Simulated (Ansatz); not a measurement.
# Calculations on B2AsN2H7

## 1. Relaxation

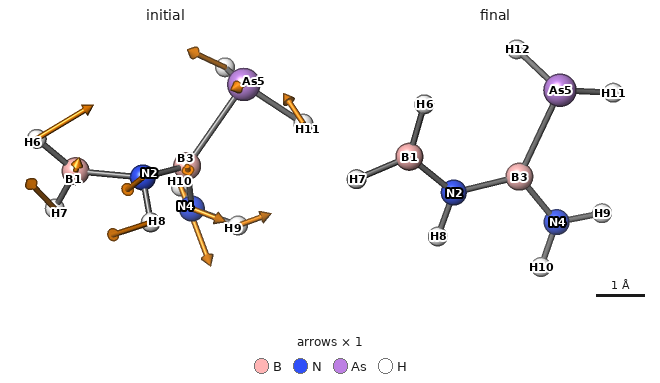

The structure of B2AsN2H7 before (left) and after (right) a relaxation, at one scale. The orange arrows give the displacements, at their true length.

A ball-and-stick model, seen at a tilt.

The run prepares an end point of a later path (torsion) calculation, from a guessed geometry.

These are results of Ansatz, RKS revPBE/def2-SVP, not measurements. (no spin polarisation; force threshold 0.015 eV/Å; at most 40 steps)

Question: Summarise the run.

Answer: Over 19 geometry steps the energy falls by 3.343 eV. Largest force component: 2.8 eV/Å at the start, 0.014 eV/Å at the end. The largest moves after the best rigid fit, 1.96 Å, are those of H8 and H10. By element the largest moves are H 1.96 Å, N 1.19 Å, As 0.44 Å, B 0.37 Å. Near-neighbour distances that change, for instance: B1–N2 1.489 → 1.418 Å, B3–N4 1.477 → 1.415 Å, N2–B3 1.523 → 1.465 Å, B1–H6 1.171 → 1.217 Å. Among the angles between lasting bonds that change: B1–N2–B3 108.3° → 129.6°, B3–N4–H9 105.9° → 123.0°, B3–N4–H10 112.1° → 123.9°. Groups turn about B3–As5 by about 70°.

## 2. Relaxation

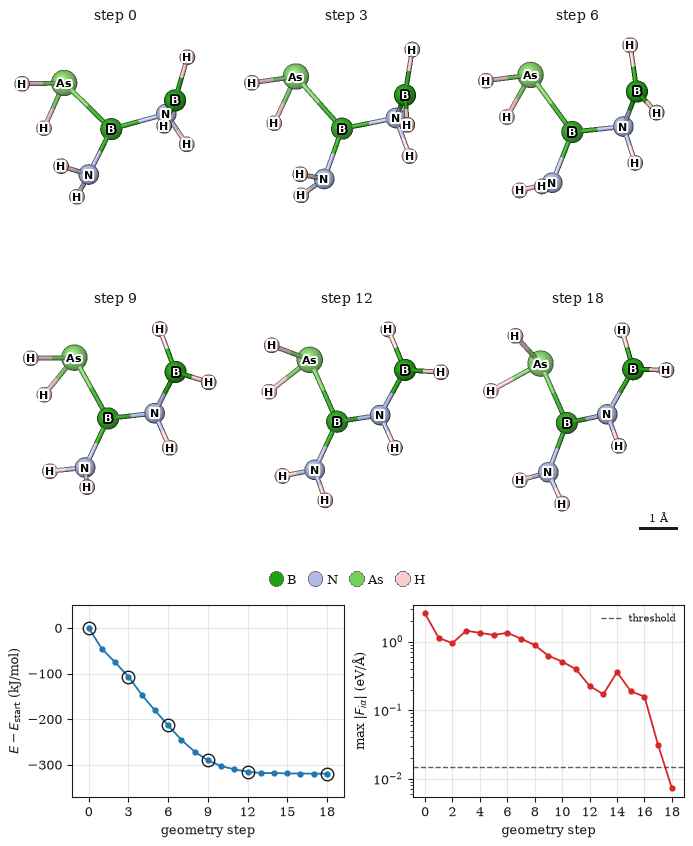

Frames of a relaxation of B2AsN2H7, marked on the history of the run. Style: ball-and-stick. Shown at a tilt.

The run prepares an end point of a later path (torsion) calculation, from a guessed geometry.

Level of theory: RKS revPBE/def2-SVP in Ansatz 0.2.0. Settings: no spin polarisation; force threshold 0.015 eV/Å; at most 40 steps.

> Describe the path.

The energy falls by 319.4 kJ/mol in 18 geometry steps. Largest force component: 2.6 eV/Å at the start, 0.0073 eV/Å at the end. The largest move after the best rigid fit is that of an H atom, 1.96 Å. Largest moves by element: H 1.96 Å, N 1.19 Å, B 0.42 Å, As 0.39 Å. Among the contacts that change: B–N 1.489 → 1.418 Å, B–N 1.523 → 1.465 Å, B–H 1.171 → 1.220 Å, H–N 0.978 → 1.023 Å. Bond angles that change, for instance: B–N–B 108.3° → 129.5°, B–N–H 105.9° → 123.0°, B–N–H 112.1° → 123.9°. Groups turn about As–B by about 70°. The run took 59 s on 2 threads of Intel(R) Xeon(R) Platinum 8259CL CPU @ 2.50GHz (Skylake/Cascade Lake) (shared host), peak memory 0.19 GiB. From step 0 to 3: an H atom moves most (0.58 Å), energy −106.5 kJ/mol. From step 3 to 6: an H atom moves most (0.58 Å), energy −106.8 kJ/mol. From step 6 to 9: an H atom moves most (0.57 Å), energy −76.9 kJ/mol. From step 9 to 12: an H atom moves most (0.55 Å), energy −24.9 kJ/mol. From step 12 to 18: H atoms move most (0.43 Å), energy −4.31 kJ/mol.

| step | E − E(0), kJ/mol | largest force component, eV/Å |
| --- | --- | --- |
| 0 | 0.00 | 2.5727 |
| 1 | -45.74 | 1.1306 |
| 2 | -75.17 | 0.9514 |
| 3 | -106.46 | 1.4418 |
| 4 | -146.16 | 1.3425 |
| 5 | -180.52 | 1.2495 |
| 6 | -213.25 | 1.3432 |
| 7 | -245.30 | 1.1065 |
| 8 | -271.10 | 0.8885 |
| 9 | -290.15 | 0.6211 |
| 10 | -302.75 | 0.5119 |
| 11 | -309.82 | 0.3968 |
| 12 | -315.08 | 0.2256 |
| 13 | -317.95 | 0.1708 |
| 14 | -318.04 | 0.3594 |
| 15 | -318.92 | 0.1888 |
| 16 | -319.07 | 0.1577 |
| 17 | -319.37 | 0.0307 |
| 18 | -319.39 | 0.0073 |

## 3. Path

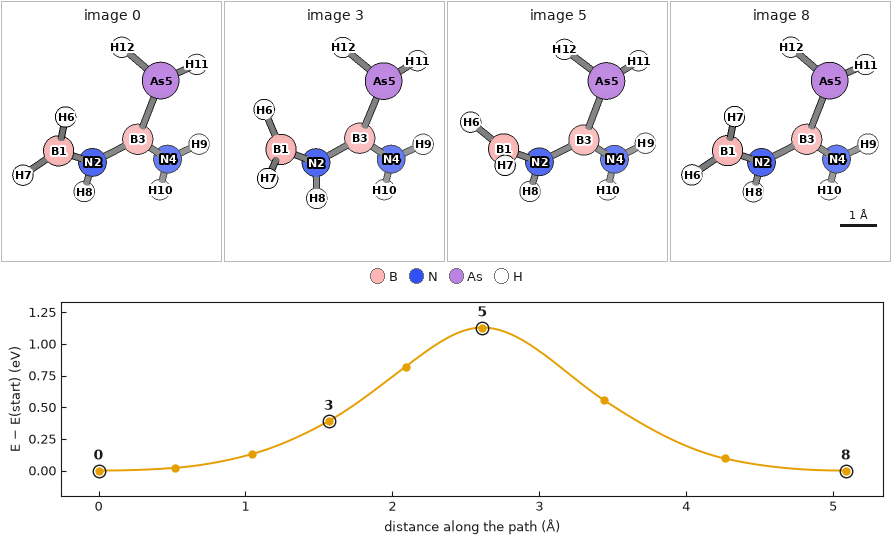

A nudged-elastic-band calculation for B2AsN2H7. Images are numbered from 0 (start) to 8 (end). Style: ball-and-stick. Shown at a tilt.

The calculation used RKS revPBE/def2-SVP in Ansatz. Run with 7 movable images; climbing image; force threshold 0.03 eV/Å; iteration limit 60; starting path through a guess of the saddle point.

Question: Read off the barrier and say what moves.

Answer: The two ends have the same energy, and the highest point, image 5, lies 1.13 eV above the start. The motion is a rotation about the B1–N2 bond by about 180°. No bond forms or breaks between the ends. Among the angles between lasting bonds that change up to the highest image: H6–B1–H7 121.0° → 118.2°, N2–B3–N4 119.7° → 122.3°. The band converged in 17 iterations. The largest component of the band force went from 96 to 0.026 eV/Å. The climbing image converged on the top of the path. Its vibrational analysis gives 2 imaginary modes over 30i cm⁻¹, so it isn't confirmed as a transition state.

The run took 6.1 min on 2 threads of Intel(R) Xeon(R) Platinum 8259CL CPU @ 2.50GHz (Skylake/Cascade Lake), on a shared host, peak memory 0.2 GiB.
